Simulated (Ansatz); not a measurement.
System: CF2InNO (SMILES O=C=[N][In]([F])[F]).

Input

```
crystal:
  periodic: [false, false, false]
  atoms:
    - {symbol: O, position_ang: [1.034338, -2.132618, 1.661547]}
    - {symbol: C, position_ang: [0.767111, -1.452958, 0.757316]}
    - {symbol: N, position_ang: [0.536293, -0.807558, -0.238199]}
    - {symbol: In, position_ang: [-0.446131, 0.887055, -0.594978]}
    - {symbol: F, position_ang: [-0.577520, 1.597713, -2.372087]}
    - {symbol: F, position_ang: [-1.314092, 1.908356, 0.786401]}
basis:
  gaussian: {orbitals: def2-TZVPP}
hamiltonian: {xc: pbe0, dispersion: d4}
output: {orbitals: {seedname: orbitals}}
```

Launched as:

```sh
ansatz run in.yaml --threads 4 --pin off --events-out ev --progress --plain --max-ram 10444MiB
```

Geometry: PBE0-D4/def2-TZVP; core potentials replace the inner electrons of In.

These are results of RKS PBE0-D4/def2-TZVPP in Ansatz, not measurements.

Predict the electron density and electron localisation function between the atoms.

C–O (1.16 Å): ρ is about 3.7 e/Å³ halfway; the ELF peaks at about 0.85 between the atoms; a short, multiple covalent bond.
C–N (1.21 Å): ρ is about 3.1 e/Å³ halfway; the ELF peaks at about 0.85 between the atoms; a multiple bond.
In–F (1.92 Å): ρ at the midpoint is about 0.85 e/Å³; the ELF peaks at about 0.80 in the valence shell of F, 0.5 Å from its nucleus, and drops to about 0.15 between the two atoms.
In–N (1.99 Å): the density is about 0.81 e/Å³ at the midpoint; the ELF peaks at about 0.85 in the valence shell of N, 0.6 Å from its nucleus, and drops to about 0.15 between the two atoms.

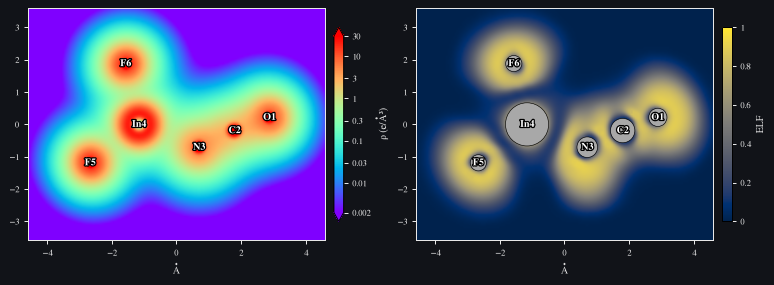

Computed electron density and electron localisation function on the molecular plane, in this order. Grey discs cover the atomic cores in the ELF map. 
